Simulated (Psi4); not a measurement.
# One shape, several levels: doublet [Si4H10]+

We compute a comparison of 4 runs (UHF/3-21G, UB3LYP/6-31G*, UHSE06/6-31G*, UM06-2X/6-31G*) of doublet [Si4H10]+. 

The calculation is run with Psi4 1.11.

1 further run of the same task is left out (set aside as unsound or not needed). Runs told in other sessions of the task aren't counted.

## Step 1: The structure to begin with

[Si4H10]+: 14 atoms, total charge +1, spin state doublet. SMILES of the parent species: `[SiH3][SiH]([SiH3])[SiH3]`. The coordinates come from a PBE0-D4/def2-TZVP relaxation. That shape belongs to the parent species and isn't relaxed for this state.

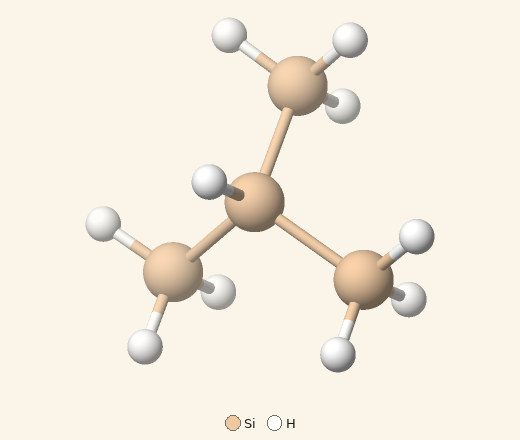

Viewed from a chosen angle; silicon light orange, hydrogen white.

## Step 2: Energy and forces at UHF/3-21G (run 1)

File h10si4.py:

```python
import psi4

psi4.set_memory(2200000000)
psi4.set_num_threads(1)
psi4.core.set_output_file('output.dat', False)

molecule = psi4.geometry("""
1 2
Si    -1.586600     0.449770    -1.468220
Si    -0.437700    -0.033320     0.509060
Si     1.124000     1.651140     0.941090
Si     0.660040    -2.085920     0.297480
H     -2.588800    -0.607930    -1.768740
H     -2.287510     1.758070    -1.365710
H     -0.615640     0.517850    -2.593590
H     -1.409520    -0.107160     1.639330
H      2.091010     1.722300    -0.187470
H      1.875310     1.366450     2.193260
H      0.452630     2.971990     1.075490
H      1.404530    -2.417500     1.542160
H      1.628750    -2.008150    -0.829180
H     -0.310500    -3.177580     0.015050
units angstrom
symmetry c1
no_reorient
no_com
""")

options = {'basis': '3-21G', 'reference': 'uhf', 'puream': True, 'e_convergence': 1e-09, 'd_convergence': 1e-08, 'scf_type': 'pk', 'maxiter': 100}
psi4.set_options(options)

result, w = psi4.gradient("scf", molecule=molecule, return_wfn=True)
print('gradient / Eh bohr^-1')
print(result.np.round(6))
print(f'energy = {w.energy():.10f} Eh')
```

On the command line:

```console
$ python h10si4.py
```

output.dat:

```text
[...]
  Running in c1 symmetry.
[...]
  Nuclear repulsion =  328.836297667382382
[...]
  Multiplicity = 2
[...]
  Nalpha       = 33
  Nbeta        = 32
[...]
    Number of basis functions: 72
[...]
   @UHF iter   1: -1154.95311650375902   -6.02711e-01   2.62974e-03 ADIIS/DIIS
[...]
   @UHF iter  28: -1155.00888564284378   -1.26875e-10   8.12423e-09 DIIS
[...]
   @S^2 Observed:                7.612279375E-01
[...]
  @UHF Final Energy: -1155.00888564284378
   => Energetics <=
    Nuclear Repulsion Energy =            328.8362976673823823
    One-Electron Energy =               -2245.5262475370727770
    Two-Electron Energy =                 761.6810642268462743
    Total Energy =                      -1155.0088856428440067
  UHF NO Occupations:
  HONO-2 :   31  A 1.9991896
  HONO-1 :   32  A 1.9967478
  HONO-0 :   33  A 1.0000000
  LUNO+0 :   34  A 0.0032522
  LUNO+1 :   35  A 0.0008104
[...]
 Multipole Moments:
 ------------------------------------------------------------------------------------
     Multipole            Electronic (a.u.)      Nuclear  (a.u.)        Total (a.u.)
 ------------------------------------------------------------------------------------
 L = 1.  Multiply by 2.5417464519 to convert [e a0] to [Debye]
 Dipole X            :          5.1737958           -5.9023328           -0.7285370
 Dipole Y            :          0.5787610           -0.4502839            0.1284770
 Dipole Z            :         -7.0983528            6.8641278           -0.2342250
 Magnitude           :                                                    0.7759728
[...]
  -Total Gradient:
     Atom            X                  Y                   Z
    ------   -----------------  -----------------  -----------------
       1        0.033163442388    -0.016901331034     0.074724731692
       2       -0.012186750923     0.012338005457    -0.063672668420
       3       -0.017480719482    -0.040092851388     0.005092505806
       4       -0.007677443795     0.039232355385     0.018822738852
       5       -0.006024599432     0.004874628968    -0.012514652066
       6       -0.006504056758     0.001087717385    -0.013176040758
       7       -0.005396711351     0.002398856392    -0.010080641129
       8        0.001220426979    -0.001105219408     0.005548155716
       9        0.004420101613     0.004457613116     0.000205333911
      10        0.006758144972     0.009822514156    -0.000160597905
      11        0.001648489380     0.004144679029     0.000922614234
      12        0.004248168980    -0.010559957046    -0.003686571985
[...]
```

On the terminal:

```text
gradient / Eh bohr^-1
[[ 0.033163 -0.016901  0.074725]
 [-0.012187  0.012338 -0.063673]
 [-0.017481 -0.040093  0.005093]
 [-0.007677  0.039232  0.018823]
 [-0.006025  0.004875 -0.012515]
 [-0.006504  0.001088 -0.013176]
 [-0.005397  0.002399 -0.010081]
 [ 0.00122  -0.001105  0.005548]
 [ 0.00442   0.004458  0.000205]
 [ 0.006758  0.009823 -0.000161]
 [ 0.001648  0.004145  0.000923]
 [ 0.004248 -0.01056  -0.003687]
 [ 0.003232 -0.005206 -0.001457]
 [ 0.00058  -0.004491 -0.000568]]
energy = -1155.0088856428 Eh
```

Wall time 2.8 s (1 thread of Intel Xeon 6975P-C (Granite Rapids), shared host); peak memory 0.23 GiB.

## Step 3: Energy and gradient at UB3LYP/6-31G(d) (spherical functions) (run 2)

File h10si4.xyz:

```xyz
14
H10Si4
Si    -1.586600     0.449770    -1.468220
Si    -0.437700    -0.033320     0.509060
Si     1.124000     1.651140     0.941090
Si     0.660040    -2.085920     0.297480
H     -2.588800    -0.607930    -1.768740
H     -2.287510     1.758070    -1.365710
H     -0.615640     0.517850    -2.593590
H     -1.409520    -0.107160     1.639330
H      2.091010     1.722300    -0.187470
H      1.875310     1.366450     2.193260
H      0.452630     2.971990     1.075490
H      1.404530    -2.417500     1.542160
H      1.628750    -2.008150    -0.829180
H     -0.310500    -3.177580     0.015050
```

File job.py:

```python
import psi4

psi4.set_memory(2200000000)
psi4.set_num_threads(1)
psi4.set_output_file('psi4.out', False)

with open('h10si4.xyz') as f:
    atoms = ''.join(f.readlines()[2:])
mol = psi4.geometry('1 2\n' + atoms + 'symmetry c1\nno_reorient\nno_com')

options = {'basis': '6-31G*', 'reference': 'uks', 'puream': True, 'e_convergence': 1e-09, 'd_convergence': 1e-08, 'scf_type': 'pk', 'dft_radial_points': 99, 'dft_spherical_points': 590, 'maxiter': 100}
psi4.set_options(options)

result, w = psi4.gradient('b3lyp', return_wfn=True)
psi4.oeprop(w, 'MULLIKEN_CHARGES', 'LOWDIN_CHARGES', 'WIBERG_LOWDIN_INDICES')
print('gradient / Eh bohr^-1')
print(result.np.round(6))
print(f'energy = {w.energy():.10f} Eh')
```

On the command line:

```console
$ python job.py
```

psi4.out:

```text
[...]
  Running in c1 symmetry.
[...]
  Nuclear repulsion =  328.836297667382382
[...]
  Multiplicity = 2
[...]
  Nalpha       = 33
  Nbeta        = 32
[...]
    Number of basis functions: 92
[...]
   @UKS iter   1: -1163.58223991732939   -3.20045e-01   2.28493e-03 ADIIS/DIIS
[...]
   @UKS iter  22: -1163.62174248078736   -1.81899e-11   2.30148e-09 DIIS
[...]
   @S^2 Observed:                7.541974519E-01
[...]
  @UKS Final Energy: -1163.62174248078736
   => Energetics <=
    Nuclear Repulsion Energy =            328.8362976673823823
    One-Electron Energy =               -2254.1717220858586188
    Two-Electron Energy =                 831.9645269913341963
    DFT Exchange-Correlation Energy =     -70.2508450536453211
    Empirical Dispersion Energy =           0.0000000000000000
    VV10 Nonlocal Energy =                  0.0000000000000000
    Total Energy =                      -1163.6217424807873613
  UHF NO Occupations:
  HONO-2 :   31  A 1.9996228
  HONO-1 :   32  A 1.9989010
[...]
  -Total Gradient:
     Atom            X                  Y                   Z
    ------   -----------------  -----------------  -----------------
       1        0.016658341350    -0.010810630444     0.050718299345
       2       -0.006066332203     0.007715133931    -0.040344268963
       3       -0.009701933813    -0.032317902474     0.006989900081
       4       -0.002029149876     0.029509336451     0.017626657044
       5       -0.003559815424     0.004870382347    -0.009724681447
       6       -0.004223655248    -0.000399547401    -0.010599327652
       7       -0.003554118291     0.001531281852    -0.006344878519
       8       -0.001609640063    -0.000035113882     0.001368320033
       9        0.003238437225     0.003714326722     0.000764757260
      10        0.005083588255     0.008662613801    -0.002905639382
      11        0.000616720674     0.002879597402    -0.000072128910
      12        0.002999868173    -0.008156671792    -0.005804497591
[...]
```

The script printed:

```text
gradient / Eh bohr^-1
[[ 1.6658e-02 -1.0811e-02  5.0718e-02]
 [-6.0660e-03  7.7150e-03 -4.0344e-02]
 [-9.7020e-03 -3.2318e-02  6.9900e-03]
 [-2.0290e-03  2.9509e-02  1.7627e-02]
 [-3.5600e-03  4.8700e-03 -9.7250e-03]
 [-4.2240e-03 -4.0000e-04 -1.0599e-02]
 [-3.5540e-03  1.5310e-03 -6.3450e-03]
 [-1.6100e-03 -3.5000e-05  1.3680e-03]
 [ 3.2380e-03  3.7140e-03  7.6500e-04]
 [ 5.0840e-03  8.6630e-03 -2.9060e-03]
 [ 6.1700e-04  2.8800e-03 -7.2000e-05]
 [ 3.0000e-03 -8.1570e-03 -5.8040e-03]
 [ 2.2290e-03 -4.4200e-03 -6.3100e-04]
 [-8.2000e-05 -2.7500e-03 -1.0430e-03]]
energy = -1163.6217424808 Eh
```

It took 59 s on 1 thread of Intel Xeon 6975P-C (Granite Rapids), shared host; peak memory 1.2 GiB.

## Step 4: The energy at UHSE06/6-31G(d) (spherical functions) (run 3)

File input.dat:

```
memory 2200 mb

molecule {
  1 2
  Si    -1.586600     0.449770    -1.468220
  Si    -0.437700    -0.033320     0.509060
  Si     1.124000     1.651140     0.941090
  Si     0.660040    -2.085920     0.297480
  H     -2.588800    -0.607930    -1.768740
  H     -2.287510     1.758070    -1.365710
  H     -0.615640     0.517850    -2.593590
  H     -1.409520    -0.107160     1.639330
  H      2.091010     1.722300    -0.187470
  H      1.875310     1.366450     2.193260
  H      0.452630     2.971990     1.075490
  H      1.404530    -2.417500     1.542160
  H      1.628750    -2.008150    -0.829180
  H     -0.310500    -3.177580     0.015050
  units angstrom
  symmetry c1
  no_reorient
  no_com
}

set globals {
  reference uks
  puream true
  e_convergence 1e-09
  d_convergence 1e-08
  scf_type pk
  dft_radial_points 99
  dft_spherical_points 590
  maxiter 100
}

e = energy("hse06/6-31G*")
```

On the command line:

```console
$ psi4 -n 1 input.dat output.dat
```

output.dat:

```text
[...]
  Running in c1 symmetry.
[...]
  Nuclear repulsion =  328.836297667382382
[...]
  Multiplicity = 2
[...]
  Nalpha       = 33
  Nbeta        = 32
[...]
    Number of basis functions: 92
[...]
   @UKS iter   1: -1163.06080798287690   -2.49730e-01   2.28625e-03 ADIIS/DIIS
[...]
   @UKS iter  22: -1163.09993907463877    8.40146e-10   1.87714e-09 DIIS
[...]
   @S^2 Observed:                7.553350106E-01
[...]
    Orbital Energies [Eh]
    ---------------------
    Alpha Occupied:
       1A    -66.442950     2A    -66.441129     3A    -66.403003
       4A    -66.402987     5A     -5.526482     6A     -5.524324
       7A     -5.487027     8A     -5.487005     9A     -3.864555
      10A     -3.861658    11A     -3.856513    12A     -3.856510
      13A     -3.854569    14A     -3.854549    15A     -3.821531
      16A     -3.821514    17A     -3.818592    18A     -3.818579
      19A     -3.818299    20A     -3.818284    21A     -0.797133
      22A     -0.730646    23A     -0.710299    24A     -0.654818
      25A     -0.553367    26A     -0.545450    27A     -0.531850
      28A     -0.522010    29A     -0.516957    30A     -0.507720
      31A     -0.503090    32A     -0.491202    33A     -0.468201
[...]
  @UKS Final Energy: -1163.09993907463877
   => Energetics <=
    Nuclear Repulsion Energy =            328.8362976673823823
    One-Electron Energy =               -2254.3863388709796709
    Two-Electron Energy =                 828.9330994076425441
    DFT Exchange-Correlation Energy =     -66.4829972786840528
    Empirical Dispersion Energy =           0.0000000000000000
    VV10 Nonlocal Energy =                  0.0000000000000000
    Total Energy =                      -1163.0999390746385416
  UHF NO Occupations:
  HONO-2 :   31  A 1.9995693
  HONO-1 :   32  A 1.9985628
[...]
 Multipole Moments:
 ------------------------------------------------------------------------------------
     Multipole            Electronic (a.u.)      Nuclear  (a.u.)        Total (a.u.)
 ------------------------------------------------------------------------------------
 L = 1.  Multiply by 2.5417464519 to convert [e a0] to [Debye]
 Dipole X            :          5.4194637           -5.9023328           -0.4828691
 Dipole Y            :          0.5205251           -0.4502839            0.0702411
 Dipole Z            :         -6.9256797            6.8641278           -0.0615519
 Magnitude           :                                                    0.4918181
[...]
```

Wall time 1.8 min (1 thread of Intel Xeon 6975P-C (Granite Rapids), shared host); peak memory 1.3 GiB.

## Step 5: Energy and gradient at UM06-2X/6-31G(d) (spherical functions) (run 4)

File job.dat:

```
memory 2200 mb

molecule mol {
  1 2
  Si    -1.586600     0.449770    -1.468220
  Si    -0.437700    -0.033320     0.509060
  Si     1.124000     1.651140     0.941090
  Si     0.660040    -2.085920     0.297480
  H     -2.588800    -0.607930    -1.768740
  H     -2.287510     1.758070    -1.365710
  H     -0.615640     0.517850    -2.593590
  H     -1.409520    -0.107160     1.639330
  H      2.091010     1.722300    -0.187470
  H      1.875310     1.366450     2.193260
  H      0.452630     2.971990     1.075490
  H      1.404530    -2.417500     1.542160
  H      1.628750    -2.008150    -0.829180
  H     -0.310500    -3.177580     0.015050
  symmetry c1
}

set {
  reference            uks
  puream               true
  e_convergence        1e-09
  d_convergence        1e-08
  scf_type             pk
  dft_radial_points    99
  dft_spherical_points 590
  maxiter              100
}

energy_value, wavefunction = gradient("m06-2x/6-31G*", return_wfn=True)
oeprop(wavefunction, "WIBERG_LOWDIN_INDICES", "MULLIKEN_CHARGES", "LOWDIN_CHARGES")
```

On the command line:

```console
$ psi4 job.dat job.out -n 1
```

job.out:

```text
[...]
  Running in c1 symmetry.
[...]
  Nuclear repulsion =  328.836297667382325
[...]
  Multiplicity = 2
[...]
  Nalpha       = 33
  Nbeta        = 32
[...]
    Number of basis functions: 92
[...]
   @UKS iter   1: -1163.37985231041625   -3.54210e-01   1.54702e-03 ADIIS/DIIS
[...]
   @UKS iter  27: -1163.40419447040927   -2.50111e-12   8.90815e-09 DIIS
[...]
   @S^2 Observed:                7.541204039E-01
[...]
  @UKS Final Energy: -1163.40419447040927
   => Energetics <=
    Nuclear Repulsion Energy =            328.8362976673823255
    One-Electron Energy =               -2254.3852363285959655
    Two-Electron Energy =                 803.4047836498066317
    DFT Exchange-Correlation Energy =     -41.2600394590021367
    Empirical Dispersion Energy =           0.0000000000000000
    VV10 Nonlocal Energy =                  0.0000000000000000
    Total Energy =                      -1163.4041944704092657
  UHF NO Occupations:
  HONO-2 :   31  A 1.9996856
  HONO-1 :   32  A 1.9989688
[...]
  -Total Gradient:
     Atom            X                  Y                   Z
    ------   -----------------  -----------------  -----------------
       1        0.017997699414    -0.011640042100     0.053805263093
       2       -0.006848127856     0.008482047793    -0.042860292872
       3       -0.010985443459    -0.033293255341     0.006346450750
       4       -0.002967096370     0.030730050174     0.017270361965
       5       -0.005369667257     0.003968234369    -0.011070497300
       6       -0.005691324552     0.001326342572    -0.011445072449
       7       -0.003174695910     0.001868407271    -0.008591026956
       8       -0.002458157348    -0.000283516828     0.003318140131
       9        0.004744853088     0.004512834294    -0.000258782789
      10        0.006668151203     0.009044302949    -0.000375509617
      11        0.000698790900     0.005090363967     0.000535608946
      12        0.004332068037    -0.009655271281    -0.003566148305
[...]
```

Wall time 2.2 min (1 thread of Intel Xeon 6975P-C (Granite Rapids), shared host); peak memory 1.4 GiB.

## Step 6: Overview of the runs

```csv
run,level,integration grid,task,energy (Eh),HOMO energy (eV),LUMO energy (eV),⟨S²⟩,wall time
1,UHF/3-21G,–,gradient,-1155.008886,-15.22,-8.63,0.761,2.8 s
2,UB3LYP/6-31G* (spherical functions),99 radial × 590 angular,gradient,-1163.621742,-12.66,-11.57,0.754,59 s
3,UHSE06/6-31G* (spherical functions),99 radial × 590 angular,energy,-1163.099939,-12.48,-11.77,0.755,1.8 min
4,UM06-2X/6-31G* (spherical functions),99 radial × 590 angular,gradient,-1163.404194,-13.72,-10.74,0.754,2.2 min
```

## Step 7: What came out

```
                                 quantity           value
                      run 4: total energy  -1163.40419 Eh
run 4: HOMO energy (highest over α and β)       -13.72 eV
 run 4: LUMO energy (lowest over α and β)       -10.74 eV
                              run 4: ⟨S²⟩           0.754
          run 4: largest force on an atom      2.978 eV/Å
```

Totals of different functionals can't be ranked against each other. All runs together took 5 min, the longest 2.2 min.
